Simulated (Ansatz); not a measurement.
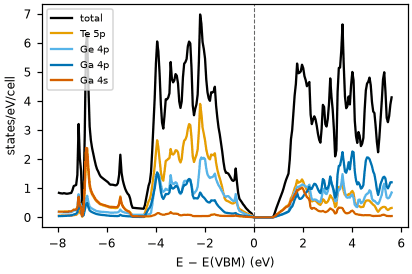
*Total and projected density of states of GaGeTe in space group R-3m (No. 166; Ga on 6c, Ge on 6c, Te on 6c), the program Ansatz at the r²SCAN level (PAW)*

**Question.** Which orbitals carry the states next to the gap?

**Answer.** Top 1 eV of the valence band: Ge 4p 42 %, Te 5p 40 %, Ga 4p 10 %. Bottom 1 eV of the conduction band: Te 5p 26 %, Ga 4s 24 %, Ge 4p 16 %, Ga 4p 12 %, Ge 4s 12 %, outside the projected shells 7 %. Projections are on Löwdin-orthogonalised atomic valence shells; empty p or d shells of many metals are not among them.

**Question.** Where is the tallest occupied peak in this window, and what makes it?

**Answer.** Near -2.2 eV, about 7.0 states/eV per cell; the largest projected share is Te 5p.

The workflow started from a Materials Project entry (that database holds measured and hypothetical structures alike); the Crystallography Open Database copy checked does not list it. Whether it is the stable phase at ambient conditions was not checked. The r²SCAN relaxation kept the symmetry of its start; its stability against distortions is not shown here. A crystal of weakly bound layers computed without a dispersion correction: the cell and the soft elastic constants depend strongly on that. Scalar-relativistic: spin–orbit coupling is off unless named, which matters more the heavier the elements.

Potentials: the later of the program's two PAW sets.
